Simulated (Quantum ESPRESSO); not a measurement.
# How cutoff, mesh and threshold together moves the magnetism of MnPt

Aim: see how far moments and order energies of MnPt move with cutoff, mesh and threshold together, and what each rung costs.

Calculated with Quantum ESPRESSO 7.5; PBEsol; plane waves with GBRV 1.5 PBEsol potentials, no spin-orbit coupling (settings of the first rung).

### 1. Starting point

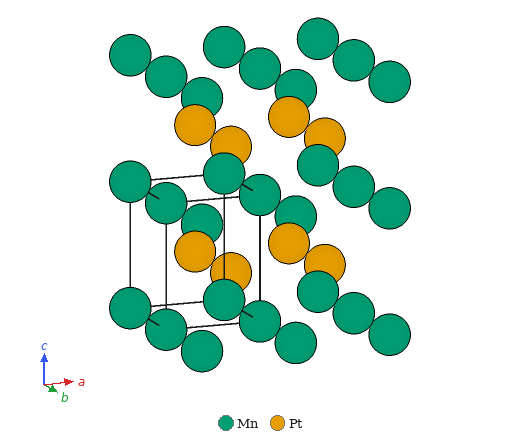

Start, viewed from a free direction; manganese teal, platinum orange. 2×2×2 cells are drawn. Some periodic images of atoms are drawn too.

The cell comes from the Crystallography Open Database.

### 2. Rung 1, start ferro +

File pw.in:

```
&CONTROL
  calculation = 'scf'
  prefix = 'pwscf'
  outdir = './tmp'
  pseudo_dir = './pseudo'
  disk_io = 'nowf'
/
&SYSTEM
  ibrav = 0
  nat = 2
  ntyp = 2
  ecutwfc = 22
  ecutrho = 154
  nbnd = 24
  occupations = 'smearing'
  smearing = 'fd'
  degauss = 0.00734986
  nspin = 2
  starting_magnetization(1) = 0.2333
  starting_magnetization(2) = 0
/
&ELECTRONS
  conv_thr = 2d-06
  electron_maxstep = 150
  mixing_beta = 0.3
/
ATOMIC_SPECIES
Mn     54.9380 mn_pbesol_v1.5.uspp.F.UPF
Pt    195.0840 pt_pbesol_v1.4.uspp.F.UPF
CELL_PARAMETERS angstrom
   2.8300000000    0.0000000000    0.0000000000
   0.0000000000    2.8300000000    0.0000000000
   0.0000000000    0.0000000000    3.6600000000
ATOMIC_POSITIONS crystal
Mn      0.0000000000    0.0000000000    0.0000000000
Pt      0.5000000000    0.5000000000    0.5000000000
K_POINTS automatic
4 4 4 0 0 0
```

Started as:

```console
$ OMP_NUM_THREADS=1 mpirun -n 2 pw.x -nk 2 -in pw.in > pw.out
```

Log:

```text
Program PWSCF v.7.5 starts

     Message from routine setup:
     using ibrav=0 with symmetry is DISCOURAGED, use correct ibrav instead

     K-points division:     npool     =       2
     Subspace diagonalization in iterative solution of the eigenvalue problem:

     bravais-lattice index     =            0
     lattice parameter (alat)  =       5.3479  a.u.
     unit-cell volume          =     197.8111 (a.u.)^3
     number of atoms/cell      =            2
     number of atomic types    =            2
     number of electrons       =        31.00
     number of Kohn-Sham states=           24
     kinetic-energy cutoff     =      22.0000  Ry
     charge density cutoff     =     154.0000  Ry
     scf convergence threshold =      2.0E-06
     mixing beta               =       0.3000
     number of iterations used =            8  plain     mixing
     Exchange-correlation= SLA  PW   PSX  PSC
                           (   1   4  10   8   0   0   0)

     celldm(1)=   5.347925  celldm(2)=   0.000000  celldm(3)=   0.000000
     celldm(4)=   0.000000  celldm(5)=   0.000000  celldm(6)=   0.000000

     crystal axes: (cart. coord. in units of alat)
               a(1) = (   1.000000   0.000000   0.000000 )
               a(2) = (   0.000000   1.000000   0.000000 )
               a(3) = (   0.000000   0.000000   1.293286 )

     reciprocal axes: (cart. coord. in units 2 pi/alat)
               b(1) = (  1.000000  0.000000  0.000000 )
               b(2) = (  0.000000  1.000000  0.000000 )
               b(3) = (  0.000000  0.000000  0.773224 )

     PseudoPot. # 1 for Mn read from file:
     mn_pbesol_v1.5.uspp.F.UPF
     Pseudo is Ultrasoft + core correction, Zval = 15.0

     PseudoPot. # 2 for Pt read from file:
     pt_pbesol_v1.4.uspp.F.UPF
     Pseudo is Ultrasoft + core correction, Zval = 16.0

     atomic species   valence    mass     pseudopotential
     Mn               15.00    54.93800     Mn( 1.00)
     Pt               16.00   195.08400     Pt( 1.00)

     Starting magnetic structure
     atomic species   magnetization
     Mn              0.233
     Pt              0.000

     16 Sym. Ops., with inversion, found

   Cartesian axes

     site n.     atom                  positions (alat units)
         1        Mn     tau(   1) = (   0.0000000   0.0000000   0.0000000  )
         2        Pt     tau(   2) = (   0.5000000   0.5000000   0.6466431  )

     number of k points=    18  Fermi-Dirac smearing, width (Ry)=  0.0073
                       cart. coord. in units 2pi/alat
        k(    1) = (   0.0000000   0.0000000   0.0000000), wk =   0.0156250
        k(    2) = (   0.0000000   0.0000000   0.1933060), wk =   0.0312500
        k(    3) = (   0.0000000   0.0000000  -0.3866120), wk =   0.0156250
        k(    4) = (   0.0000000   0.2500000   0.0000000), wk =   0.0625000
        k(    5) = (   0.0000000   0.2500000   0.1933060), wk =   0.1250000
        [... 13 further k-points ...]

     Dense  grid:     6423 G-vectors     FFT dimensions: (  24,  24,  27)

     Smooth grid:     2741 G-vectors     FFT dimensions: (  15,  15,  24)

     Check: negative core charge=   -0.000050
     Generating pointlists ...
     new r_m :   0.3953 (alat units)  2.1138 (a.u.) for type    1
     new r_m :   0.3953 (alat units)  2.1138 (a.u.) for type    2

     Initial potential from superposition of free atoms

     starting charge      29.9999, renormalised to      31.0000

     negative rho (up, down):  9.518E-02 9.531E-02
     Starting wfcs are   25 randomized atomic wfcs

     Self-consistent Calculation

     iteration #  1     ecut=    22.00 Ry     beta= 0.30
     Davidson diagonalization with overlap
     ethr =  1.00E-02,  avg # of iterations =  3.6

     negative rho (up, down):  9.122E-02 9.115E-02

     total energy              =    -420.53350415 Ry
     estimated scf accuracy    <       2.90158617 Ry

     total magnetization       =     2.48 Bohr mag/cell
     absolute magnetization    =     2.63 Bohr mag/cell

     iteration #  2     ecut=    22.00 Ry     beta= 0.30
     Davidson diagonalization with overlap
     ethr =  9.36E-03,  avg # of iterations =  2.0

     negative rho (up, down):  9.222E-02 9.138E-02

     total energy              =    -420.77202914 Ry
     estimated scf accuracy    <       0.41304006 Ry

     total magnetization       =     3.62 Bohr mag/cell
     absolute magnetization    =     3.65 Bohr mag/cell

     [... further iterations left out ...]

     iteration # 10     ecut=    22.00 Ry     beta= 0.30
     Davidson diagonalization with overlap
     ethr =  1.98E-08,  avg # of iterations =  2.2

     negative rho (up, down):  9.503E-02 9.110E-02

     total energy              =    -420.91366885 Ry
     estimated scf accuracy    <       0.00000403 Ry

     total magnetization       =     4.26 Bohr mag/cell
     absolute magnetization    =     4.34 Bohr mag/cell

     iteration # 11     ecut=    22.00 Ry     beta= 0.30
     Davidson diagonalization with overlap
     ethr =  1.30E-08,  avg # of iterations =  1.8

     negative rho (up, down):  9.503E-02 9.112E-02

     Magnetic moment per site  (integrated on atomic sphere of radius R)
     atom   1 (R=0.395)  charge= 13.6210  magn=  3.7391
     atom   2 (R=0.395)  charge= 13.8423  magn=  0.4207

     End of self-consistent calculation

     [... lines left out ...]
     the Fermi energy is    18.8337 ev

!    total energy              =    -420.91367113 Ry
     estimated scf accuracy    <       0.00000004 Ry
     smearing contrib. (-TS)   =      -0.00315508 Ry
     internal energy E=F+TS    =    -420.91051605 Ry

     The total energy is F=E-TS. E is the sum of the following terms:
     one-electron contribution =    -117.50745606 Ry
     hartree contribution      =      79.65584591 Ry
     xc contribution           =     -82.81943652 Ry
     ewald contribution        =    -300.23946938 Ry

     total magnetization       =     4.26 Bohr mag/cell
     absolute magnetization    =     4.34 Bohr mag/cell

     convergence has been achieved in  11 iterations

=------------------------------------------------------------------------------=
   JOB DONE.
=------------------------------------------------------------------------------=
```

It took 2.8 s on 2 MPI ranks of Arm Neoverse V2, shared host; peak memory 0.13 GiB; 5.4 s of CPU time.

Spin moment in the atom's sphere by atom:

```csv
atom,spin moment in the atom's sphere (μB)
Mn1,3.74
Pt2,0.42
```

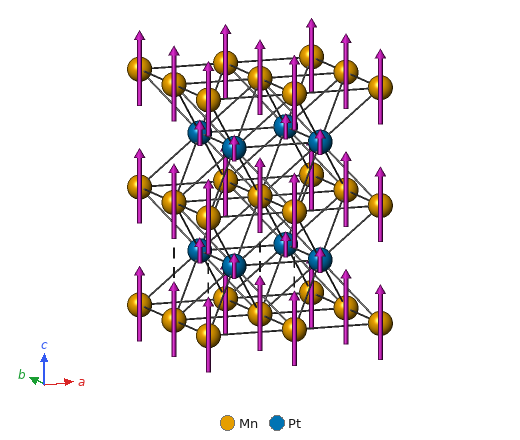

Spin moment in the atom's sphere as arrows, the longest 3.74 μB. Up and down stand for the sign. Arrows give size and sign along the axis of quantisation, drawn up and down the page. Each arrow also spans its atom, so small moments look longer than they are. 2×2×2 cells are drawn. Some periodic images of atoms are drawn too.

Numbers from this step:

- magnetization: 4.262 μB
- final state: ferromagnetic

### 3. Rung 1, start antiferro q=(1/2,1/2,0) +-

The wavevector q is in fractions of the reciprocal vectors of the crystal's primitive cell, as the cells of these inputs are built from it; moments change sign between cells as cos(2π q·R).

File pw.in:

```
&CONTROL
  calculation = 'scf'
  prefix = 'pwscf'
  outdir = './tmp'
  pseudo_dir = './pseudo'
  disk_io = 'nowf'
/
&SYSTEM
  ibrav = 0
  nat = 4
  ntyp = 3
  ecutwfc = 22
  ecutrho = 154
  nbnd = 41
  occupations = 'smearing'
  smearing = 'fd'
  degauss = 0.00734986
  nspin = 2
  starting_magnetization(1) = 0.2333
  starting_magnetization(2) = -0.2333
  starting_magnetization(3) = 0
/
&ELECTRONS
  conv_thr = 4d-06
  electron_maxstep = 150
  mixing_beta = 0.3
/
ATOMIC_SPECIES
Mn1    54.9380 mn_pbesol_v1.5.uspp.F.UPF
Mn2    54.9380 mn_pbesol_v1.5.uspp.F.UPF
Pt    195.0840 pt_pbesol_v1.4.uspp.F.UPF
CELL_PARAMETERS angstrom
   5.6600000000    0.0000000000    0.0000000000
   2.8300000000    2.8300000000    0.0000000000
   0.0000000000    0.0000000000    3.6600000000
ATOMIC_POSITIONS crystal
Mn1     0.0000000000    0.0000000000    0.0000000000
Mn2     0.5000000000    0.0000000000    0.0000000000
Pt      0.0000000000    0.5000000000    0.5000000000
Pt      0.5000000000    0.5000000000    0.5000000000
K_POINTS automatic
2 4 4 0 0 0
```

Log:

```text
     [... lines left out ...]
Program PWSCF v.7.5 starts
     [... lines left out ...]
     number of atoms/cell      =            4
     [... lines left out ...]
     number of electrons       =        62.00
     number of Kohn-Sham states=           41
     kinetic-energy cutoff     =      22.0000  Ry
     charge density cutoff     =     154.0000  Ry
     scf convergence threshold =      4.0E-06
     [... lines left out ...]
     16 Sym. Ops., with inversion, found
     [... lines left out ...]
     number of k points=    12  Fermi-Dirac smearing, width (Ry)=  0.0073
     [... lines left out ...]
     iteration # 11     ecut=    22.00 Ry     beta= 0.30
     [... lines left out ...]
     Magnetic moment per site  (integrated on atomic sphere of radius R)
     atom   1 (R=0.198)  charge= 13.6026  magn=  3.7706
     atom   2 (R=0.198)  charge= 13.6025  magn= -3.7705
     atom   3 (R=0.198)  charge= 13.8477  magn= -0.0000
     atom   4 (R=0.198)  charge= 13.8480  magn= -0.0000
     [... lines left out ...]
     the Fermi energy is    19.0833 ev
!    total energy              =    -841.86225411 Ry
     estimated scf accuracy    <       0.00000082 Ry
     smearing contrib. (-TS)   =      -0.00244320 Ry
     [... lines left out ...]
     total magnetization       =    -0.00 Bohr mag/cell
     absolute magnetization    =     7.99 Bohr mag/cell
     convergence has been achieved in  11 iterations
```

Elapsed: 7.9 s, on 2 MPI ranks; peak memory 0.16 GiB; 16 s of CPU time.

Spin moment in the atom's sphere by atom:

```csv
atom,spin moment in the atom's sphere (μB)
Mn1,3.77
Mn2,-3.77
Pt3,0.00
Pt4,0.00
```

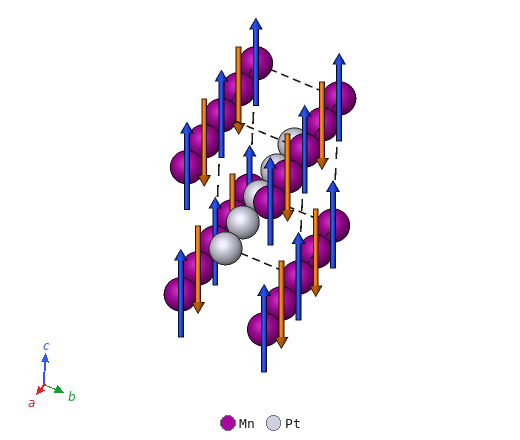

Spin moment in the atom's sphere as arrows, the longest 3.77 μB. Up and down stand for the sign. Arrows give size and sign along the axis of quantisation, drawn up and down the page. The two directions have two colours. 2×1×1 cells are drawn. Some periodic images of atoms are drawn too.

This step gave:

| Property | Result |
| --- | --- |
| magnetization | 0 μB |
| final state | antiferromagnetic |

### 4. Rung 2, start ferro +

File pw.in:

```
&CONTROL
  calculation = 'scf'
  prefix = 'pwscf'
  outdir = './tmp'
  pseudo_dir = './pseudo'
  disk_io = 'nowf'
/
&SYSTEM
  ibrav = 0
  nat = 2
  ntyp = 2
  ecutwfc = 30
  ecutrho = 210
  nbnd = 24
  occupations = 'smearing'
  smearing = 'fd'
  degauss = 0.00734986
  nspin = 2
  starting_magnetization(1) = 0.2333
  starting_magnetization(2) = 0
/
&ELECTRONS
  conv_thr = 2d-07
  electron_maxstep = 150
  mixing_beta = 0.3
/
ATOMIC_SPECIES
Mn     54.9380 mn_pbesol_v1.5.uspp.F.UPF
Pt    195.0840 pt_pbesol_v1.4.uspp.F.UPF
CELL_PARAMETERS angstrom
   2.8300000000    0.0000000000    0.0000000000
   0.0000000000    2.8300000000    0.0000000000
   0.0000000000    0.0000000000    3.6600000000
ATOMIC_POSITIONS crystal
Mn      0.0000000000    0.0000000000    0.0000000000
Pt      0.5000000000    0.5000000000    0.5000000000
K_POINTS automatic
6 6 6 0 0 0
```

Log:

```text
     [... lines left out ...]
Program PWSCF v.7.5 starts
     [... lines left out ...]
     number of atoms/cell      =            2
     [... lines left out ...]
     number of electrons       =        31.00
     number of Kohn-Sham states=           24
     kinetic-energy cutoff     =      30.0000  Ry
     charge density cutoff     =     210.0000  Ry
     scf convergence threshold =      2.0E-07
     [... lines left out ...]
     16 Sym. Ops., with inversion, found
     [... lines left out ...]
     number of k points=    40  Fermi-Dirac smearing, width (Ry)=  0.0073
     [... lines left out ...]
     iteration # 11     ecut=    30.00 Ry     beta= 0.30
     [... lines left out ...]
     Magnetic moment per site  (integrated on atomic sphere of radius R)
     atom   1 (R=0.395)  charge= 13.6133  magn=  3.6915
     atom   2 (R=0.395)  charge= 13.8783  magn=  0.3717
     [... lines left out ...]
     the Fermi energy is    18.8133 ev
!    total energy              =    -421.64412957 Ry
     estimated scf accuracy    <       0.00000018 Ry
     smearing contrib. (-TS)   =      -0.00388006 Ry
     [... lines left out ...]
     total magnetization       =     4.16 Bohr mag/cell
     absolute magnetization    =     4.24 Bohr mag/cell
     convergence has been achieved in  11 iterations
```

Wall time 6.2 s (2 MPI ranks); peak memory 0.15 GiB; 12 s of CPU time.

This step gave:

```yaml
magnetization: 4.157 μB
final_state: ferromagnetic
largest_moment: 3.692 μB
```

### 5. Rung 2, start antiferro q=(1/2,1/2,0) +-

File pw.in:

```
&CONTROL
  calculation = 'scf'
  prefix = 'pwscf'
  outdir = './tmp'
  pseudo_dir = './pseudo'
  disk_io = 'nowf'
/
&SYSTEM
  ibrav = 0
  nat = 4
  ntyp = 3
  ecutwfc = 30
  ecutrho = 210
  nbnd = 41
  occupations = 'smearing'
  smearing = 'fd'
  degauss = 0.00734986
  nspin = 2
  starting_magnetization(1) = 0.2333
  starting_magnetization(2) = -0.2333
  starting_magnetization(3) = 0
/
&ELECTRONS
  conv_thr = 4d-07
  electron_maxstep = 150
  mixing_beta = 0.3
/
ATOMIC_SPECIES
Mn1    54.9380 mn_pbesol_v1.5.uspp.F.UPF
Mn2    54.9380 mn_pbesol_v1.5.uspp.F.UPF
Pt    195.0840 pt_pbesol_v1.4.uspp.F.UPF
CELL_PARAMETERS angstrom
   5.6600000000    0.0000000000    0.0000000000
   2.8300000000    2.8300000000    0.0000000000
   0.0000000000    0.0000000000    3.6600000000
ATOMIC_POSITIONS crystal
Mn1     0.0000000000    0.0000000000    0.0000000000
Mn2     0.5000000000    0.0000000000    0.0000000000
Pt      0.0000000000    0.5000000000    0.5000000000
Pt      0.5000000000    0.5000000000    0.5000000000
K_POINTS automatic
3 6 6 0 0 0
```

Log:

```text
     [... lines left out ...]
Program PWSCF v.7.5 starts
     [... lines left out ...]
     number of atoms/cell      =            4
     [... lines left out ...]
     number of electrons       =        62.00
     number of Kohn-Sham states=           41
     kinetic-energy cutoff     =      30.0000  Ry
     charge density cutoff     =     210.0000  Ry
     scf convergence threshold =      4.0E-07
     [... lines left out ...]
     16 Sym. Ops., with inversion, found
     [... lines left out ...]
     number of k points=    24  Fermi-Dirac smearing, width (Ry)=  0.0073
     [... lines left out ...]
     iteration # 12     ecut=    30.00 Ry     beta= 0.30
     [... lines left out ...]
     Magnetic moment per site  (integrated on atomic sphere of radius R)
     atom   1 (R=0.198)  charge= 13.5974  magn=  3.6936
     atom   2 (R=0.198)  charge= 13.5974  magn= -3.6936
     atom   3 (R=0.198)  charge= 13.8805  magn=  0.0000
     atom   4 (R=0.198)  charge= 13.8805  magn= -0.0000
     [... lines left out ...]
     the Fermi energy is    19.1872 ev
!    total energy              =    -843.33749226 Ry
     estimated scf accuracy    <       0.00000025 Ry
     smearing contrib. (-TS)   =      -0.00181856 Ry
     [... lines left out ...]
     total magnetization       =     0.00 Bohr mag/cell
     absolute magnetization    =     7.84 Bohr mag/cell
     convergence has been achieved in  12 iterations
```

The job ended after 23 s (2 MPI ranks; peak memory 0.22 GiB).

Read from the output:

```
magnetization  : 0 μB
final state    : antiferromagnetic
largest moment : 3.694 μB
```

### 6. Rung 3, start ferro +

File pw.in:

```
&CONTROL
  calculation = 'scf'
  prefix = 'pwscf'
  outdir = './tmp'
  pseudo_dir = './pseudo'
  disk_io = 'nowf'
/
&SYSTEM
  ibrav = 0
  nat = 2
  ntyp = 2
  ecutwfc = 40
  ecutrho = 280
  nbnd = 24
  occupations = 'smearing'
  smearing = 'fd'
  degauss = 0.00734986
  nspin = 2
  starting_magnetization(1) = 0.2333
  starting_magnetization(2) = 0
/
&ELECTRONS
  conv_thr = 4d-09
  electron_maxstep = 150
  mixing_beta = 0.3
/
ATOMIC_SPECIES
Mn     54.9380 mn_pbesol_v1.5.uspp.F.UPF
Pt    195.0840 pt_pbesol_v1.4.uspp.F.UPF
CELL_PARAMETERS angstrom
   2.8300000000    0.0000000000    0.0000000000
   0.0000000000    2.8300000000    0.0000000000
   0.0000000000    0.0000000000    3.6600000000
ATOMIC_POSITIONS crystal
Mn      0.0000000000    0.0000000000    0.0000000000
Pt      0.5000000000    0.5000000000    0.5000000000
K_POINTS automatic
10 10 10 0 0 0
```

Log:

```text
     [... lines left out ...]
Program PWSCF v.7.5 starts
     [... lines left out ...]
     number of atoms/cell      =            2
     [... lines left out ...]
     number of electrons       =        31.00
     number of Kohn-Sham states=           24
     kinetic-energy cutoff     =      40.0000  Ry
     charge density cutoff     =     280.0000  Ry
     scf convergence threshold =      4.0E-09
     [... lines left out ...]
     16 Sym. Ops., with inversion, found
     [... lines left out ...]
     number of k points=   126  Fermi-Dirac smearing, width (Ry)=  0.0073
     [... lines left out ...]
     iteration # 15     ecut=    40.00 Ry     beta= 0.30
     [... lines left out ...]
     Magnetic moment per site  (integrated on atomic sphere of radius R)
     atom   1 (R=0.395)  charge= 13.6068  magn=  3.7236
     atom   2 (R=0.395)  charge= 13.8831  magn=  0.3668
     [... lines left out ...]
     the Fermi energy is    18.7796 ev
!    total energy              =    -421.66817829 Ry
     estimated scf accuracy    <          5.0E-11 Ry
     smearing contrib. (-TS)   =      -0.00303999 Ry
     [... lines left out ...]
     total magnetization       =     4.19 Bohr mag/cell
     absolute magnetization    =     4.27 Bohr mag/cell
     convergence has been achieved in  15 iterations
```

Run time: 42 s. Hardware: 2 MPI ranks; peak memory 0.24 GiB; 84 s of CPU time.

Read from the output:

```
magnetization  : 4.186 μB
final state    : ferromagnetic
largest moment : 3.724 μB
```

[end of part 1 of 2]

[Logs and program files are shortened in this print: banners, set-up blocks, solver, clock and traceback lines can be left out without a mark of their own.]

[Logs are printed without paths, hosts, clocks, repeated set-up lines and the standing remarks that a program may print on its own settings, such as how far it seeks lower states.]

[Hosts, paths, dates, database ids (printed as entryN), source tags and the programs' standing remarks are cut or masked in the printed files.]

[Where a cell is said to come from a database of computed structures, the database is the Materials Project.]
